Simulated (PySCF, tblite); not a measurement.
# CH12O4Si4, a small molecule taken as a stand-in for a surface group (silica-backed Si): NMR shifts, core binding energies and electronic excitations, part 2 of 2

tblite 0.8.0 and PySCF 2.14.0. Atoms count from 0, parts from 1. Earlier steps stand in the parts before.

## 4. Shielding tensors: PBE0/pcSseg-1

The job: settings as JSON, then the geometry in Å.

```
{"job": {"kind": "nmr", "xc": "PBE0", "basis": "pcSseg-1"}, "charge": 0, "multiplicity": 1}
Si    -2.414384     0.996871     1.465792
O     -1.227208     0.896933     0.304578
Si     0.123247     0.029736    -0.026064
O      0.113760    -0.337765    -1.620550
Si    -0.880200    -0.758986    -2.883929
O      0.129016    -1.310425     0.912645
Si     1.237908    -2.166241     1.817312
O      1.496920     0.849749     0.325760
C      2.015571     1.935382    -0.395387
H     -3.438608    -0.065255     1.244743
H     -3.054617     2.336786     1.347630
H     -1.829401     0.841514     2.830695
H     -0.254586    -0.273117    -4.145918
H     -2.226704    -0.135782    -2.717315
H     -1.026477    -2.242723    -2.940955
H      1.618235    -1.394141     3.035446
H      0.589258    -3.444990     2.220422
H      2.459054    -2.457986     1.010764
H      2.039531     1.730105    -1.479481
H      1.422834     2.851271    -0.227051
H      3.044545     2.124219    -0.055572
```

With the program's defaults for keys left out, this is: GIAO PBE0/pcSseg-1 NMR shielding, non-relativistic, gas phase.

Standard output:

```text
coarse grid: 19368 points
cycle   1  E = -1503.1617838459  dE =  8.304e-01  |g| = 1.286e+00  |ddm| = 4.201e+00
cycle   2  E = -1502.7806244904  dE =  3.812e-01  |g| = 1.921e+00  |ddm| = 2.071e+00
cycle   3  E = -1503.4409993329  dE = -6.604e-01  |g| = 1.056e-01  |ddm| = 1.410e+00
cycle   4  E = -1503.4427281694  dE = -1.729e-03  |g| = 6.170e-02  |ddm| = 1.342e-01
cycle   5  E = -1503.4433670425  dE = -6.389e-04  |g| = 1.751e-02  |ddm| = 4.898e-02
cycle   6  E = -1503.4434187375  dE = -5.169e-05  |g| = 2.977e-03  |ddm| = 1.401e-02
cycle   7  E = -1503.4434203512  dE = -1.614e-06  |g| = 6.418e-04  |ddm| = 2.490e-03
final grid: 168208 points
cycle   8  E = -1503.5340461448  dE = -1.077e-05  |g| = 1.319e-02  |ddm| = 1.746e-02
cycle   9  E = -1503.5340167139  dE =  2.943e-05  |g| = 1.854e-02  |ddm| = 1.697e-02
cycle  10  E = -1503.5340752212  dE = -5.851e-05  |g| = 8.730e-04  |ddm| = 1.048e-02
cycle  11  E = -1503.5340753800  dE = -1.587e-07  |g| = 1.752e-04  |ddm| = 7.048e-04
cycle  12  E = -1503.5340753858  dE = -5.838e-09  |g| = 5.713e-05  |ddm| = 1.267e-04
cycle  13  E = -1503.5340753863  dE = -4.679e-10  |g| = 2.308e-05  |ddm| = 5.093e-05
converged SCF energy = -1503.5340753863

GIAO shielding tensors (ppm)
atom      isotropic    diamagn.    paramagn.     s11        s22        s33       span
  0 Si     388.226     879.414    -491.188    345.927    354.964    463.786    117.860
  1 O      297.168     403.772    -106.604    267.603    295.197    328.704     61.102
  2 Si     444.519     885.382    -440.863    439.533    440.690    453.334     13.801
  3 O      295.719     403.335    -107.615    257.522    298.402    331.234     73.712
  4 Si     388.480     879.162    -490.682    344.175    355.582    465.683    121.509
  5 O      296.355     403.379    -107.024    264.500    292.655    331.909     67.409
  6 Si     386.924     879.276    -492.352    345.409    352.874    462.490    117.082
  7 O      304.568     401.817     -97.250    248.401    312.396    352.906    104.505
  8 C      132.223     242.027    -109.804    105.398    107.000    184.272     78.874
  9 H       26.279      29.376      -3.097     22.843     24.636     31.359      8.516
 10 H       26.361      28.487      -2.126     22.930     24.390     31.763      8.833
 11 H       26.240      29.653      -3.412     22.600     25.153     30.967      8.367
 12 H       26.326      28.213      -1.888     22.799     24.432     31.746      8.947
 13 H       26.161      29.483      -3.322     22.332     25.457     30.694      8.361
 14 H       26.218      28.911      -2.693     22.606     24.613     31.435      8.829
 15 H       26.296      29.307      -3.012     22.775     24.758     31.355      8.581
 16 H       26.423      28.528      -2.105     22.991     24.488     31.789      8.798
 17 H       26.280      29.274      -2.994     22.735     24.877     31.226      8.491
 18 H       27.571      29.427      -1.856     22.624     26.239     33.849     11.225
 19 H       27.629      29.146      -1.516     22.983     25.438     34.467     11.485
 20 H       27.611      27.724      -0.113     23.090     25.033     34.710     11.620
```

Wall time 35 s (1 thread of AMD EPYC 9R45, shared host); peak memory 1.5 GiB.

The references, computed at this level on geometries of the same kind, shield at (ppm): $^{1}$H TMS 31.27, $^{13}$C TMS 184.4, $^{29}$Si TMS 352.0, $^{17}$O H2O 334.6. Their shielding less the atom's gives the shift. The references are single molecules in the gas phase, so shifts against H2O, NH3, PH3, H3PO4 or CFCl3 are not on the usual liquid scales and can be off by tens of ppm.

| atoms | environment | σ (ppm) | δ (ppm) |
| --- | --- | --- | --- |
| C8 | carbon bonded to O, 3 H | 132.2 | 52.2 |
| H13 | hydrogen on a silicon bonded to O | 26.16 | 5.11 |
| H14 | hydrogen on a silicon bonded to O | 26.22 | 5.05 |
| H11 | hydrogen on a silicon bonded to O | 26.24 | 5.03 |
| H9 | hydrogen on a silicon bonded to O | 26.28 | 4.99 |
| H17 | hydrogen on a silicon bonded to O | 26.28 | 4.99 |
| H15 | hydrogen on a silicon bonded to O | 26.30 | 4.97 |
| H12 | hydrogen on a silicon bonded to O | 26.33 | 4.94 |
| H10 | hydrogen on a silicon bonded to O | 26.36 | 4.91 |
| H16 | hydrogen on a silicon bonded to O | 26.42 | 4.84 |
| H18 | hydrogen on a carbon bonded to O | 27.57 | 3.70 |
| H20 | hydrogen on a carbon bonded to O | 27.61 | 3.66 |
| H19 | hydrogen on a carbon bonded to O | 27.63 | 3.64 |
| Si6 | silicon bonded to O, 3 H | 386.9 | -34.9 |
| Si0 | silicon bonded to O, 3 H | 388.2 | -36.2 |
| Si4 | silicon bonded to O, 3 H | 388.5 | -36.5 |
| Si2 | silicon bonded to 4 O | 444.5 | -92.5 |
| O3 | oxygen bonded to 2 Si | 295.7 | 38.8 |
| O5 | oxygen bonded to 2 Si | 296.4 | 38.2 |
| O1 | oxygen bonded to 2 Si | 297.2 | 37.4 |
| O7 | oxygen bonded to C, Si | 304.6 | 30.0 |

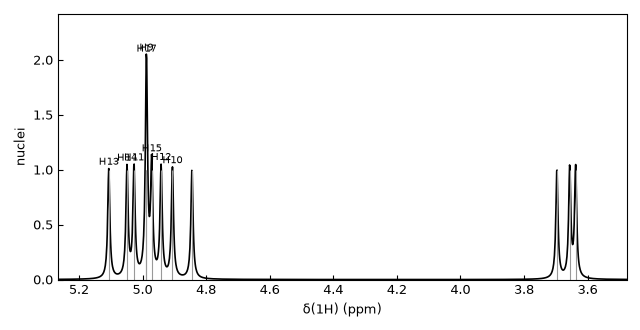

$^{1}$H lines at the computed shifts, without couplings. Lines are broadened to a width of 0.01 ppm (Lorentzian).

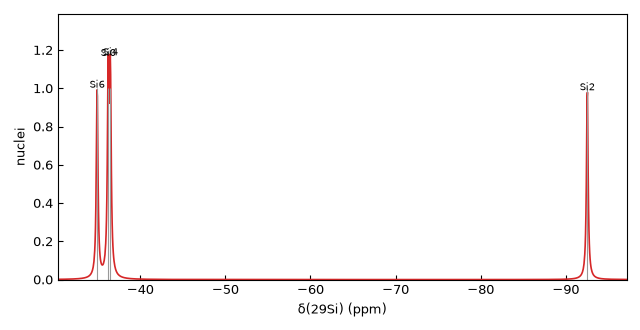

$^{29}$Si lines at the computed shifts, without couplings. Lines are broadened to a width of 0.23 ppm (Lorentzian).

The run also stored atomic charges by several schemes (e):

| atoms | Mulliken | IAO | Hirshfeld | ESP fit |
| --- | --- | --- | --- | --- |
| Si0 | 0.72 | 0.86 | 0.39 | 0.56 |
| O1 | -0.77 | -0.88 | -0.31 | -0.52 |
| Si2 | 1.49 | 1.69 | 0.57 | 1.14 |
| O3 | -0.76 | -0.87 | -0.31 | -0.49 |
| Si4 | 0.71 | 0.86 | 0.40 | 0.52 |
| O5 | -0.77 | -0.88 | -0.31 | -0.54 |
| Si6 | 0.72 | 0.86 | 0.39 | 0.54 |
| O7 | -0.64 | -0.64 | -0.23 | -0.42 |
| C8 | -0.03 | -0.19 | -0.03 | -0.20 |

Hirshfeld charges:

Si0 0.39; O1 -0.31; Si2 0.57; O3 -0.31; Si4 0.40; O5 -0.31; Si6 0.39; O7 -0.23; C8 -0.03; H9 -0.08; H10 -0.08; H11 -0.08; H12 -0.08; H13 -0.08; H14 -0.08; H15 -0.08; H16 -0.08; H17 -0.08; H18 0.04; H19 0.04; H20 0.05

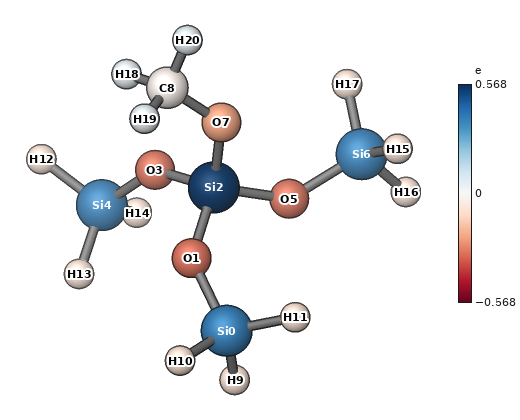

Hirshfeld charges, as colours on the atoms.

Mayer bond orders: Si0–O1 0.88, O1–Si2 0.94, Si2–O3 0.94, O3–Si4 0.89, Si2–O5 0.93, O5–Si6 0.87, Si2–O7 0.99, O7–C8 0.89.

## 5. Core-electron binding energies: SCAN, X2C

Same as in step 4 but for these lines:

```diff
@@ -1,2 +1,2 @@
-{"job": {"kind": "nmr", "xc": "PBE0", "basis": "pcSseg-1"}, "charge": 0, "multiplicity": 1}
+{"job": {"kind": "xps", "holes": 5}, "charge": 0, "multiplicity": 1}
 Si    -2.414384     0.996871     1.465792
```

Method: delta-SCF UKS SCAN, pcX-2 on the ionised atom, pcseg-1 elsewhere, spin-free X2C.

Standard output:

```text
ground state, core basis on atom 1 (O), 233 functions
  cycle   1  E = -1506.35352283  |g| = 1.35e+00
  cycle   2  E = -1505.49699030  |g| = 2.49e+00
  cycle   3  E = -1506.67026705  |g| = 2.01e-01
  cycle   4  E = -1506.67690543  |g| = 1.34e-01
  cycle   5  E = -1506.68008336  |g| = 3.57e-02
  cycle   6  E = -1506.68032086  |g| = 1.02e-02
  cycle   7  E = -1506.68033774  |g| = 3.75e-03
  cycle   8  E = -1506.68034170  |g| = 1.65e-03
  cycle   9  E = -1506.68034270  |g| = 4.31e-04
  E(ground) = -1506.82434393 Eh
hole in O 1s of atom 1
  cycle   1  E = -1486.07659861  |g| = 2.23e+00
  cycle   2  E = -1485.58312649  |g| = 2.22e+00
  cycle   3  E = -1486.83916099  |g| = 4.67e-01
  cycle   4  E = -1486.86464196  |g| = 3.52e-01
  cycle   5  E = -1486.91066647  |g| = 5.95e-02
  cycle   6  E = -1486.91174179  |g| = 2.35e-02
  cycle   7  E = -1486.91193978  |g| = 8.58e-03
  cycle   8  E = -1486.91196708  |g| = 2.63e-03
  cycle   9  E = -1486.91197085  |g| = 7.45e-04
  cycle  10  E = -1486.91196938  |g| = 3.00e-04
  E(ion) = -1487.05496811 Eh   <S^2> = 0.7616   hole on atom = 1.000   binding energy = 537.952 eV
ground state, core basis on atom 2 (Si), 244 functions
  cycle   1  E = -1506.76961581  |g| = 3.16e-01
  cycle   2  E = -1506.76426065  |g| = 2.20e-01
  cycle   3  E = -1506.76741598  |g| = 1.70e-01
  cycle   4  E = -1506.77263369  |g| = 3.09e-02
  cycle   5  E = -1506.77280349  |g| = 5.17e-03
  cycle   6  E = -1506.77280562  |g| = 1.39e-03
  cycle   7  E = -1506.77280664  |g| = 2.57e-04
  E(ground) = -1506.87643758 Eh
hole in Si 2p of atom 2
  cycle   1  E = -1502.44821193  |g| = 1.25e+00
  cycle   2  E = -1502.21461201  |g| = 1.27e+00
  cycle   3  E = -1502.70583637  |g| = 3.85e-01
  cycle   4  E = -1502.76373766  |g| = 1.19e-01
  cycle   5  E = -1502.76783232  |g| = 4.87e-02
  cycle   6  E = -1502.76876692  |g| = 1.68e-02
  cycle   7  E = -1502.76885132  |g| = 9.04e-03
  cycle   8  E = -1502.76887819  |g| = 1.53e-03
  cycle   9  E = -1502.76888024  |g| = 3.46e-04
  E(ion) = -1502.88298970 Eh   <S^2> = 0.7511   hole on atom = 1.003   binding energy = 108.667 eV
  2p3/2 = 108.452 eV   2p1/2 = 109.077 eV
ground state, core basis on atom 3 (O), 233 functions
  cycle   1  E = -1506.68012213  |g| = 1.15e-01
  cycle   2  E = -1506.67774745  |g| = 1.36e-01
  cycle   3  E = -1506.68059341  |g| = 5.12e-02
  cycle   4  E = -1506.68103789  |g| = 5.66e-03
  cycle   5  E = -1506.68104603  |g| = 9.48e-04
  cycle   6  E = -1506.68104603  |g| = 4.09e-04
  E(ground) = -1506.82461683 Eh
hole in O 1s of atom 3
  cycle   1  E = -1486.07615934  |g| = 2.23e+00
  cycle   2  E = -1485.59890172  |g| = 2.21e+00
  cycle   3  E = -1486.84264055  |g| = 4.53e-01
  cycle   4  E = -1486.86746932  |g| = 3.34e-01
  cycle   5  E = -1486.90882407  |g| = 5.90e-02
  cycle   6  E = -1486.90984818  |g| = 2.52e-02
  cycle   7  E = -1486.91007977  |g| = 8.04e-03
  cycle   8  E = -1486.91010223  |g| = 2.47e-03
  cycle   9  E = -1486.91010792  |g| = 7.36e-04
  cycle  10  E = -1486.91010687  |g| = 2.77e-04
  E(ion) = -1487.05411375 Eh   <S^2> = 0.7616   hole on atom = 1.000   binding energy = 537.983 eV
ground state, core basis on atom 5 (O), 233 functions
  cycle   1  E = -1506.67817680  |g| = 1.62e-01
  cycle   2  E = -1506.66893365  |g| = 2.61e-01
  cycle   3  E = -1506.68127998  |g| = 3.21e-02
  cycle   4  E = -1506.68143548  |g| = 1.37e-02
  cycle   5  E = -1506.68146493  |g| = 2.94e-03
  cycle   6  E = -1506.68146932  |g| = 5.17e-04
  cycle   7  E = -1506.68146789  |g| = 2.10e-04
  E(ground) = -1506.82444112 Eh
hole in O 1s of atom 5
  cycle   1  E = -1486.07827764  |g| = 2.23e+00
  cycle   2  E = -1485.61623456  |g| = 2.20e+00
  cycle   3  E = -1486.84972240  |g| = 4.37e-01
  cycle   4  E = -1486.87484278  |g| = 3.09e-01
  cycle   5  E = -1486.91035087  |g| = 5.84e-02
  cycle   6  E = -1486.91141591  |g| = 2.34e-02
  cycle   7  E = -1486.91162626  |g| = 8.11e-03
  cycle   8  E = -1486.91165068  |g| = 2.76e-03
  cycle   9  E = -1486.91165229  |g| = 7.92e-04
  cycle  10  E = -1486.91165162  |g| = 3.30e-04
  E(ion) = -1487.05491263 Eh   <S^2> = 0.7617   hole on atom = 1.000   binding energy = 537.956 eV
ground state, core basis on atom 7 (O), 233 functions
  cycle   1  E = -1506.67483638  |g| = 1.52e-01
  cycle   2  E = -1506.66751779  |g| = 2.33e-01
  cycle   3  E = -1506.67735956  |g| = 3.34e-02
  cycle   4  E = -1506.67755008  |g| = 1.06e-02
  cycle   5  E = -1506.67756880  |g| = 2.39e-03
  cycle   6  E = -1506.67757066  |g| = 3.70e-04
  E(ground) = -1506.82150646 Eh
hole in O 1s of atom 7
  cycle   1  E = -1486.07161994  |g| = 2.23e+00
  cycle   2  E = -1485.12044272  |g| = 2.39e+00
  cycle   3  E = -1486.77436582  |g| = 5.52e-01
  cycle   4  E = -1486.85374098  |g| = 3.33e-01
  cycle   5  E = -1486.89422851  |g| = 1.13e-01
  cycle   6  E = -1486.89868410  |g| = 3.08e-02
  cycle   7  E = -1486.89904693  |g| = 9.82e-03
  cycle   8  E = -1486.89907344  |g| = 6.34e-03
  cycle   9  E = -1486.89908971  |g| = 1.09e-03
  cycle  10  E = -1486.89909055  |g| = 3.74e-04
  E(ion) = -1487.04309519 Eh   <S^2> = 0.7612   hole on atom = 1.000   binding energy = 538.198 eV
```

Run time: 55 s. Hardware: 1 thread of AMD EPYC 9R45, shared host; peak memory 1.1 GiB.

Binding energies by hole, beside the orbital energy of the ground state; the difference holds orbital relaxation and, for a density functional, its self-interaction error:

| hole | stands for | environment | ΔSCF (eV; 2p as the shell's mean) | −ε (eV) | ⟨S²⟩ |
| --- | --- | --- | --- | --- | --- |
| O1s on O1 | O1 | oxygen bonded to 2 Si | 537.95 | 516.6 | 0.762 |
| Si2p on Si2 | Si2 | silicon bonded to 4 O | 108.66 | 97.8 | 0.751 |
| O1s on O3 | O3 | oxygen bonded to 2 Si | 537.98 | 516.7 | 0.762 |
| O1s on O5 | O5 | oxygen bonded to 2 Si | 537.96 | 516.6 | 0.762 |
| O1s on O7 | O7 | oxygen bonded to C, Si | 538.20 | 516.7 | 0.761 |

With the spin-orbit splitting: Si2 2p3/2 108.45, 2p1/2 109.08 eV. The table gives each 2p level as the mean over the whole 2p shell (two parts 2p3/2, one part 2p1/2), which differs a little from the single hole in the log.

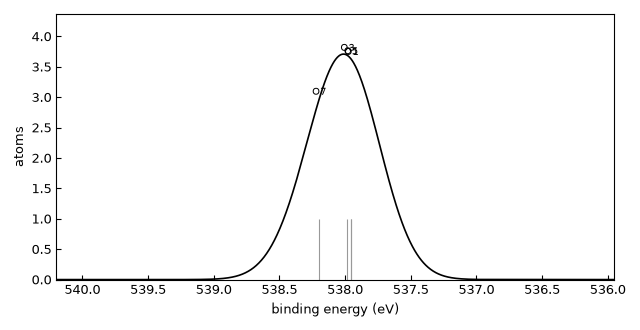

The O1s photoelectron lines, weighted by the number of atoms. Lines are broadened to a width of 0.60 eV (Gaussian).

## 6. Excited states and response: CAM-B3LYP/def2-SVPD

Same as in step 5 but for these lines:

```diff
@@ -1,2 +1,2 @@
-{"job": {"kind": "xps", "holes": 5}, "charge": 0, "multiplicity": 1}
+{"job": {"kind": "uv", "xc": "CAM-B3LYP", "basis": "def2-SVPD", "nstates": 6, "ntriplets": 2, "ip": true}, "charge": 0, "multiplicity": 1}
 Si    -2.414384     0.996871     1.465792
```

Method: TDDFT CAM-B3LYP/def2-SVPD, vertical, gas phase, core orbitals frozen in the response.

Standard output:

```text
coarse grid: 19368 points
cycle   1  E = -1503.2758866887  dE =  7.920e-01  |g| = 1.248e+00  |ddm| = 8.217e+00
cycle   2  E = -1503.0989871207  dE =  1.769e-01  |g| = 1.602e+00  |ddm| = 6.543e+00
cycle   3  E = -1503.5640254902  dE = -4.650e-01  |g| = 7.197e-02  |ddm| = 2.819e+00
cycle   4  E = -1503.5650175300  dE = -9.920e-04  |g| = 3.926e-02  |ddm| = 2.975e-01
cycle   5  E = -1503.5652826147  dE = -2.651e-04  |g| = 1.441e-02  |ddm| = 1.087e-01
cycle   6  E = -1503.5653203677  dE = -3.775e-05  |g| = 1.750e-03  |ddm| = 3.877e-02
cycle   7  E = -1503.5653210692  dE = -7.015e-07  |g| = 3.897e-04  |ddm| = 6.346e-03
final grid: 168208 points
cycle   8  E = -1503.7897463394  dE = -2.020e-05  |g| = 2.802e-03  |ddm| = 8.219e-02
cycle   9  E = -1503.7897462726  dE =  6.681e-08  |g| = 3.038e-03  |ddm| = 1.152e-02
cycle  10  E = -1503.7897479844  dE = -1.712e-06  |g| = 2.975e-04  |ddm| = 4.302e-03
cycle  11  E = -1503.7897480005  dE = -1.609e-08  |g| = 1.352e-04  |ddm| = 6.876e-04
cycle  12  E = -1503.7897480046  dE = -4.030e-09  |g| = 2.478e-05  |ddm| = 3.269e-04
cycle  13  E = -1503.7897480047  dE = -1.160e-10  |g| = 1.203e-05  |ddm| = 5.739e-05
converged SCF energy = -1503.7897480047

Static polarisability (au): isotropic 123.621, principal 121.111 123.405 126.349

Singlet excitations
state   eV       nm        f      main configurations
  1   7.5324    164.6   0.00031   H->L 0.67
  2   7.6069    163.0   0.00013   H-1->L 0.68
  3   7.8069    158.8   0.00012   H-3->L 0.30, H-5->L 0.14, H-1->L+3 0.13
  4   7.8971    157.0   0.00188   H-4->L 0.18, H-2->L 0.17, H-7->L 0.09
  5   7.9130    156.7   0.00379   H-4->L 0.17, H-6->L 0.15, H-2->L 0.12
  6   7.9411    156.1   0.00500   H-5->L 0.29, H-3->L+3 0.17, H-3->L 0.09

Triplet excitations (Tamm-Dancoff, eV): 7.2170 7.2449
Vertical ionisation energy (delta-SCF) = 10.5991 eV
```

Wall time 7.5 min (1 thread of AMD EPYC 9R45, shared host); peak memory 2.1 GiB.

The orbitals next to the gap, with their largest atomic shares:

| orbital | eV | atoms |
| --- | --- | --- |
| HOMO−3 | -10.57 | Si6 18 %, O5 15 %, H16 13 % |
| HOMO−2 | -10.48 | O7 23 %, O1 14 %, Si0 13 % |
| HOMO−1 | -10.19 | O5 22 %, O3 17 %, Si6 12 % |
| HOMO | -9.92 | O7 45 %, O1 14 %, C8 11 % |
| LUMO | 0.54 | Si4 13 %, Si2 12 %, Si0 11 % |
| LUMO+1 | 1.21 | Si4 25 %, Si0 22 %, Si6 7 % |
| LUMO+2 | 1.30 | Si0 23 %, Si4 18 %, H9 7 % |

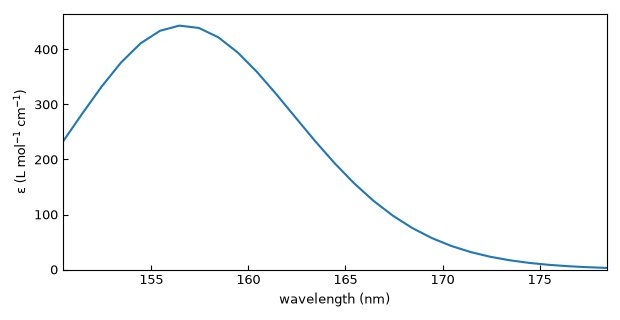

Absorption spectrum: each of the 6 states is a Gaussian band of 0.4 eV half-width at 1/e. Beyond the last state computed it falls off for lack of states.

Ground-state properties from the same run:

| property | computed |
| --- | --- |
| dipole moment (D) | 0.75 |
| polarisability (Å³) | 18.32 |
| HOMO–LUMO gap (eV) | 10.47 |
| −ε(HOMO) (eV) | 9.92 |

## 7. Outcome

What follows sums up all 2 parts.

| quantity | value |
| --- | --- |
| point group | C1 |
| rotational constants (main isotopes) | 0.73, 0.64, 0.53 GHz |
| $^{13}$C shifts against TMS (PBE0/pcSseg-1) | 52.2 ppm |
| $^{1}$H shifts against TMS (PBE0/pcSseg-1) | 5.11, 5.05, 5.03, 4.99, 4.99, 4.97, 4.94, 4.91, 4.84, 3.70, 3.66, 3.64 ppm |
| $^{29}$Si shifts against TMS (PBE0/pcSseg-1) | -34.9, -36.2, -36.5, -92.5 ppm |
| $^{17}$O shifts against H2O (PBE0/pcSseg-1) | 38.8, 38.2, 37.4, 30.0 ppm |
| O1s binding energies, SCAN/pcX-2 | O7 538.20, O3 537.98, O5 537.96, O1 537.95 eV |
| Si2p binding energies, SCAN/pcX-2 (standing for 1 of 4 atoms) | Si2 108.66 eV |
| lowest singlet (CAM-B3LYP/def2-SVPD) | 7.53 eV (165 nm), f = 0.000 |
| brightest single state of those computed | state 6, 7.94 eV, f = 0.005 |
| lowest triplet | 7.22 eV |
| vertical ionisation energy (ΔSCF) | 10.60 eV |

**Reading.** Relaxing lowered the energy by 0.546 eV in 41 steps; the close pair that moved most is Si0–O1, from 1.599 to 1.664 Å (PBE0/def2-SVP). No frequency check was run at this level, so the end point may be a saddle. The O1s levels kept as sound span 0.25 eV, from O1 (oxygen bonded to 2 Si) up to O7 (oxygen bonded to C, Si). The first singlet state (HOMO→LUMO 0.67) lies at 7.53 eV and is dark; of the 6 states computed, the strongest absorption comes from states 4 to 6 together at 7.94 eV (the last computed, so partners may be missing). The lowest triplet lies 0.32 eV below the lowest singlet (triplets in Tamm-Dancoff, singlets in full TDDFT). ΔSCF puts the ionisation energy at 10.60 eV, 0.67 eV above −ε(HOMO). A capped cluster stands for the solid here, so long-range fields and strain are missing, and bands or shifts of the capping hydrogens have no counterpart in it.
